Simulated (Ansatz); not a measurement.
**Run report: BSiH₂Cl₃, molecular dynamics (part 2 of 2)**

Continued. System: BSiH₂Cl₃, SMILES B[Si](Cl)(Cl)Cl. Method: RKS revPBE/def2-SVP (Ansatz 0.2.0). The geometry comes from this level: PBE0-D4/def2-TZVP.

**Trajectory as extended XYZ, continued**
```
7
Properties=species:S:1:pos:R:3:forces:R:3 step=11 time_fs=11.0 energy=-46133.71385 temperature=257.7
B     0.2736    0.1960    1.2300   -0.4676  -0.2249   0.1721
Si   -0.1093   -0.0292   -0.7223   -0.4226   0.1361   0.2464
Cl   -1.9439    0.8443   -1.2730    0.3637  -0.0597   0.0684
Cl   -0.3091   -2.0838   -0.9481   -0.0255  -0.2918   0.0428
Cl    1.3757    0.6235   -1.9627    0.4573   0.2949  -0.5591
H    -0.7596    0.2177    1.8529   -0.1817   0.0756   0.2766
H     1.2941    0.1509    1.8731    0.2765   0.0697  -0.2472
7
Properties=species:S:1:pos:R:3:forces:R:3 step=12 time_fs=12.0 energy=-46133.70385 temperature=242.9
B     0.2721    0.1972    1.2338   -0.6539  -0.2169  -0.1805
Si   -0.1074   -0.0277   -0.7225   -0.4430   0.1191   0.2401
Cl   -1.9492    0.8451   -1.2710    0.4400  -0.0876   0.0822
Cl   -0.3090   -2.0856   -0.9487   -0.0194  -0.2312   0.0482
Cl    1.3804    0.6228   -1.9645    0.4155   0.2824  -0.5347
H    -0.7644    0.2164    1.8368   -0.3216   0.0764   0.3898
H     1.2772    0.1559    1.8730    0.5824   0.0578  -0.0450
7
Properties=species:S:1:pos:R:3:forces:R:3 step=13 time_fs=13.0 energy=-46133.69419 temperature=228.7
B     0.2700    0.1982    1.2375   -0.8254  -0.2055  -0.4251
Si   -0.1056   -0.0261   -0.7227   -0.4624   0.0985   0.2243
Cl   -1.9543    0.8459   -1.2691    0.5117  -0.1132   0.0941
Cl   -0.3090   -2.0875   -0.9492   -0.0127  -0.1698   0.0538
Cl    1.3852    0.6222   -1.9665    0.3693   0.2678  -0.5041
H    -0.7722    0.2159    1.8244   -0.3711   0.0728   0.4489
H     1.2659    0.1615    1.8724    0.7907   0.0494   0.1081
7
Properties=species:S:1:pos:R:3:forces:R:3 step=14 time_fs=14.0 energy=-46133.69217 temperature=225.6
B     0.2671    0.1990    1.2407   -0.9224  -0.1927  -0.5020
Si   -0.1039   -0.0244   -0.7228   -0.4822   0.0743   0.1963
Cl   -1.9592    0.8467   -1.2671    0.5788  -0.1365   0.1040
Cl   -0.3090   -2.0895   -0.9498   -0.0053  -0.1077   0.0598
Cl    1.3901    0.6217   -1.9686    0.3186   0.2514  -0.4668
H    -0.7836    0.2160    1.8163   -0.3127   0.0651   0.4480
H     1.2622    0.1675    1.8729    0.8252   0.0461   0.1607
7
Properties=species:S:1:pos:R:3:forces:R:3 step=15 time_fs=15.0 energy=-46133.69865 temperature=235.0
B     0.2635    0.1996    1.2435   -0.9088  -0.1778  -0.4070
Si   -0.1024   -0.0228   -0.7228   -0.5027   0.0468   0.1562
Cl   -1.9640    0.8474   -1.2651    0.6413  -0.1573   0.1117
Cl   -0.3089   -2.0914   -0.9503    0.0028  -0.0453   0.0661
Cl    1.3951    0.6212   -1.9709    0.2637   0.2333  -0.4231
H    -0.7981    0.2168    1.8125   -0.1621   0.0541   0.3975
H     1.2664    0.1740    1.8749    0.6658   0.0462   0.0985
7
Properties=species:S:1:pos:R:3:forces:R:3 step=16 time_fs=16.0 energy=-46133.70690 temperature=247.0
B     0.2590    0.2001    1.2460   -0.7950  -0.1580  -0.1946
Si   -0.1011   -0.0211   -0.7228   -0.5232   0.0169   0.1071
Cl   -1.9687    0.8481   -1.2630    0.6989  -0.1758   0.1174
Cl   -0.3089   -2.0934   -0.9508    0.0114   0.0166   0.0725
Cl    1.4002    0.6208   -1.9733    0.2052   0.2136  -0.3736
H    -0.8140    0.2180    1.8125    0.0399   0.0409   0.3182
H     1.2769    0.1809    1.8779    0.3629   0.0457  -0.0470
7
Properties=species:S:1:pos:R:3:forces:R:3 step=17 time_fs=17.0 energy=-46133.70943 temperature=250.8
B     0.2539    0.2005    1.2483   -0.6239  -0.1314   0.0526
Si   -0.1000   -0.0194   -0.7228   -0.5427  -0.0143   0.0536
Cl   -1.9731    0.8487   -1.2609    0.7512  -0.1918   0.1208
Cl   -0.3088   -2.0954   -0.9513    0.0203   0.0773   0.0787
Cl    1.4053    0.6204   -1.9757    0.1436   0.1928  -0.3195
H    -0.8296    0.2197    1.8155    0.2448   0.0264   0.2329
H     1.2910    0.1883    1.8804    0.0067   0.0410  -0.2191
7
Properties=species:S:1:pos:R:3:forces:R:3 step=18 time_fs=18.0 energy=-46133.70480 temperature=244.1
B     0.2481    0.2007    1.2506   -0.4419  -0.0982   0.2608
Si   -0.0991   -0.0177   -0.7227   -0.5599  -0.0458   0.0011
Cl   -1.9773    0.8493   -1.2588    0.7980  -0.2056   0.1221
Cl   -0.3088   -2.0974   -0.9518    0.0292   0.1359   0.0842
Cl    1.4104    0.6201   -1.9783    0.0800   0.1711  -0.2620
H    -0.8428    0.2216    1.8208    0.4111   0.0117   0.1599
H     1.3051    0.1961    1.8808   -0.3164   0.0309  -0.3662
7
Properties=species:S:1:pos:R:3:forces:R:3 step=19 time_fs=19.0 energy=-46133.69793 temperature=234.1
B     0.2420    0.2009    1.2531   -0.2804  -0.0608   0.3826
Si   -0.0983   -0.0161   -0.7226   -0.5743  -0.0766  -0.0458
Cl   -1.9814    0.8499   -1.2567    0.8389  -0.2170   0.1210
Cl   -0.3087   -2.0993   -0.9523    0.0379   0.1916   0.0888
Cl    1.4156    0.6198   -1.9809    0.0150   0.1490  -0.2023
H    -0.8521    0.2236    1.8276    0.5113  -0.0024   0.1117
H     1.3161    0.2041    1.8778   -0.5484   0.0163  -0.4560
7
Properties=species:S:1:pos:R:3:forces:R:3 step=20 time_fs=20.0 energy=-46133.69530 temperature=230.4
B     0.2356    0.2010    1.2560   -0.1559  -0.0225   0.3967
Si   -0.0977   -0.0144   -0.7226   -0.5855  -0.1060  -0.0841
Cl   -1.9851    0.8503   -1.2545    0.8738  -0.2261   0.1175
Cl   -0.3087   -2.1011   -0.9527    0.0463   0.2438   0.0922
Cl    1.4208    0.6196   -1.9836   -0.0506   0.1266  -0.1416
H    -0.8565    0.2256    1.8355    0.5315  -0.0153   0.0949
H     1.3220    0.2123    1.8703   -0.6597  -0.0004  -0.4755
7
Properties=species:S:1:pos:R:3:forces:R:3 step=21 time_fs=21.0 energy=-46133.69998 temperature=237.4
B     0.2291    0.2010    1.2593   -0.0782   0.0132   0.3000
Si   -0.0974   -0.0128   -0.7225   -0.5942  -0.1337  -0.1125
Cl   -1.9887    0.8507   -1.2523    0.9027  -0.2331   0.1116
Cl   -0.3086   -2.1029   -0.9531    0.0544   0.2922   0.0943
Cl    1.4260    0.6194   -1.9864   -0.1161   0.1043  -0.0805
H    -0.8559    0.2275    1.8442    0.4703  -0.0266   0.1109
H     1.3215    0.2206    1.8583   -0.6389  -0.0162  -0.4237
7
Properties=species:S:1:pos:R:3:forces:R:3 step=22 time_fs=22.0 energy=-46133.70951 temperature=251.5
B     0.2225    0.2011    1.2628   -0.0559   0.0431   0.1033
Si   -0.0972   -0.0113   -0.7226   -0.6010  -0.1596  -0.1318
Cl   -1.9920    0.8511   -1.2501    0.9258  -0.2380   0.1033
Cl   -0.3085   -2.1047   -0.9535    0.0622   0.3368   0.0953
Cl    1.4311    0.6193   -1.9891   -0.1813   0.0822  -0.0194
H    -0.8507    0.2291    1.8541    0.3379  -0.0361   0.1565
H     1.3148    0.2286    1.8423   -0.4876  -0.0285  -0.3072
7
Properties=species:S:1:pos:R:3:forces:R:3 step=23 time_fs=23.0 energy=-46133.71746 temperature=263.2
B     0.2159    0.2012    1.2664   -0.0948   0.0652  -0.1664
Si   -0.0973   -0.0098   -0.7226   -0.6069  -0.1837  -0.1441
Cl   -1.9951    0.8514   -1.2478    0.9434  -0.2409   0.0927
Cl   -0.3084   -2.1063   -0.9538    0.0697   0.3777   0.0953
Cl    1.4362    0.6191   -1.9919   -0.2460   0.0604   0.0416
H    -0.8423    0.2303    1.8654    0.1576  -0.0439   0.2221
H     1.3036    0.2364    1.8233   -0.2230  -0.0348  -0.1412
7
Properties=species:S:1:pos:R:3:forces:R:3 step=24 time_fs=24.0 energy=-46133.71797 temperature=263.9
B     0.2092    0.2014    1.2699   -0.1880   0.0790  -0.4626
Si   -0.0976   -0.0083   -0.7227   -0.6125  -0.2065  -0.1529
Cl   -1.9979    0.8516   -1.2455    0.9560  -0.2419   0.0802
Cl   -0.3083   -2.1078   -0.9541    0.0770   0.4156   0.0947
Cl    1.4413    0.6190   -1.9946   -0.3101   0.0391   0.1025
H    -0.8323    0.2312    1.8789   -0.0343  -0.0509   0.2908
H     1.2901    0.2438    1.8029    0.1120  -0.0342   0.0474
7
Properties=species:S:1:pos:R:3:forces:R:3 step=25 time_fs=25.0 energy=-46133.71063 temperature=253.2
B     0.2023    0.2017    1.2729   -0.3035   0.0869  -0.7191
Si   -0.0980   -0.0070   -0.7229   -0.6179  -0.2282  -0.1625
Cl   -2.0004    0.8517   -1.2432    0.9640  -0.2412   0.0659
Cl   -0.3081   -2.1092   -0.9544    0.0842   0.4507   0.0939
Cl    1.4462    0.6189   -1.9973   -0.3738   0.0181   0.1635
H    -0.8227    0.2315    1.8951   -0.1936  -0.0578   0.3394
H     1.2778    0.2510    1.7830    0.4405  -0.0285   0.2189
7
Properties=species:S:1:pos:R:3:forces:R:3 step=26 time_fs=26.0 energy=-46133.70147 temperature=239.7
B     0.1951    0.2020    1.2753   -0.3832   0.0944  -0.8655
Si   -0.0987   -0.0057   -0.7231   -0.6225  -0.2489  -0.1763
Cl   -2.0027    0.8518   -1.2409    0.9679  -0.2389   0.0502
Cl   -0.3080   -2.1105   -0.9547    0.0912   0.4835   0.0933
Cl    1.4511    0.6188   -2.0000   -0.4370  -0.0024   0.2245
H    -0.8150    0.2313    1.9146   -0.2801  -0.0654   0.3443
H     1.2697    0.2578    1.7652    0.6638  -0.0223   0.3295
7
Properties=species:S:1:pos:R:3:forces:R:3 step=27 time_fs=27.0 energy=-46133.69746 temperature=233.6
B     0.1876    0.2024    1.2770   -0.3688   0.1074  -0.8551
Si   -0.0996   -0.0045   -0.7234   -0.6250  -0.2686  -0.1964
Cl   -2.0047    0.8518   -1.2385    0.9677  -0.2350   0.0334
Cl   -0.3078   -2.1117   -0.9550    0.0979   0.5143   0.0931
Cl    1.4558    0.6187   -2.0026   -0.4998  -0.0225   0.2852
H    -0.8099    0.2305    1.9374   -0.2735  -0.0737   0.2897
H     1.2679    0.2645    1.7506    0.7014  -0.0218   0.3501
7
Properties=species:S:1:pos:R:3:forces:R:3 step=28 time_fs=28.0 energy=-46133.69914 temperature=235.5
B     0.1798    0.2029    1.2779   -0.2386   0.1282  -0.6911
Si   -0.1007   -0.0034   -0.7237   -0.6238  -0.2870  -0.2225
Cl   -2.0064    0.8518   -1.2362    0.9636  -0.2296   0.0157
Cl   -0.3075   -2.1127   -0.9552    0.1042   0.5429   0.0933
Cl    1.4604    0.6186   -2.0052   -0.5618  -0.0421   0.3452
H    -0.8075    0.2289    1.9630   -0.1822  -0.0816   0.1757
H     1.2728    0.2709    1.7393    0.5385  -0.0308   0.2838
7
Properties=species:S:1:pos:R:3:forces:R:3 step=29 time_fs=29.0 energy=-46133.69988 temperature=235.9
B     0.1718    0.2036    1.2781   -0.0215   0.1536  -0.4248
Si   -0.1021   -0.0024   -0.7241   -0.6170  -0.3037  -0.2522
Cl   -2.0079    0.8517   -1.2338    0.9554  -0.2226  -0.0028
Cl   -0.3073   -2.1136   -0.9554    0.1098   0.5690   0.0939
Cl    1.4648    0.6185   -2.0076   -0.6227  -0.0609   0.4034
H    -0.8068    0.2266    1.9902   -0.0388  -0.0877   0.0189
H     1.2829    0.2770    1.7307    0.2349  -0.0477   0.1636
7
Properties=species:S:1:pos:R:3:forces:R:3 step=30 time_fs=30.0 energy=-46133.69285 temperature=225.0
B     0.1637    0.2043    1.2780    0.2269   0.1767  -0.1294
Si   -0.1036   -0.0015   -0.7246   -0.6035  -0.3180  -0.2813
Cl   -2.0092    0.8515   -1.2314    0.9427  -0.2141  -0.0221
Cl   -0.3070   -2.1143   -0.9556    0.1146   0.5920   0.0944
Cl    1.4691    0.6183   -2.0099   -0.6819  -0.0789   0.4590
H    -0.8064    0.2235    2.0177    0.1136  -0.0902  -0.1529
H     1.2953    0.2827    1.7237   -0.1124  -0.0675   0.0323
```

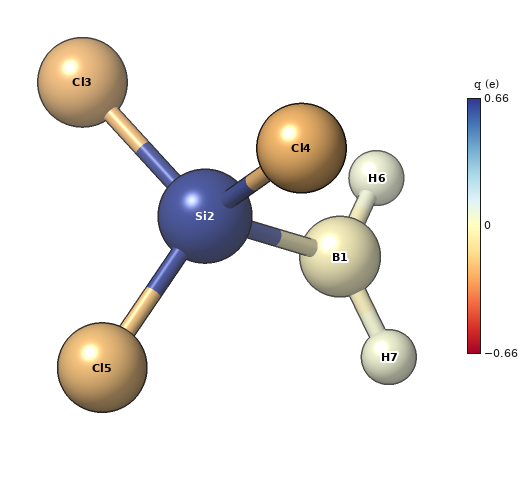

Mulliken charges, as the colour of each atom (ball-and-stick view, seen at a tilt; atoms are numbered from 1 in the order of the input). By element: B −0.05, Si +0.62, Cl −0.22 to −0.20 and H +0.03 to +0.04 e.

This output came from the following input.

**Input file**
```yaml
crystal:
  periodic: [false, false, false]
  atoms:
    - {symbol: B, position_ang: [0.273032, 0.172559, 1.230256]}
    - {symbol: Si, position_ang: [-0.137714, -0.042574, -0.712587]}
    - {symbol: Cl, position_ang: [-1.885444, 0.836324, -1.294356]}
    - {symbol: Cl, position_ang: [-0.310347, -2.072392, -0.941412]}
    - {symbol: Cl, position_ang: [1.333886, 0.636899, -1.952827]}
    - {symbol: H, position_ang: [-0.616200, 0.263322, 2.019193]}
    - {symbol: H, position_ang: [1.403986, 0.137863, 1.605933]}
basis:
  gaussian: {orbitals: def2-SVP}
hamiltonian: {xc: {name: revPBE}}
md: {timestep: 1 fs, n_steps: 30, ensemble: nve, temperature: 300, initial_velocities: maxwell_boltzmann, seed: 712}
```

Command:
```bash
ansatz run in.yaml --threads 4 --pin off --events-out ev --progress --plain --max-ram 10444MiB
```

**Summary**

| quantity | value |
| --- | --- |
| outcome | finished |
| mean temperature over the second half | 243 K |
| trajectory | 30 steps, 30 fs |
| ensemble | nve |
| temperature in the input | 300 K |
| time step | 1 fs |
| potential energy (last step) | −46133.6929 eV |
| SCF solution under orbital rotations (last step) | stable |
| largest force (length of the vector) (last step) | 0.967 eV/Å |
| dipole moment (last step) | 1.68 D |
| hardware | 4 threads of Arm Neoverse V2, 23 GiB of memory available, shared host |
| wall time | 23 s (CPU time 86 s) |
| peak memory | 0.44 GiB |

**Notes**

So short a trajectory is not equilibrated.
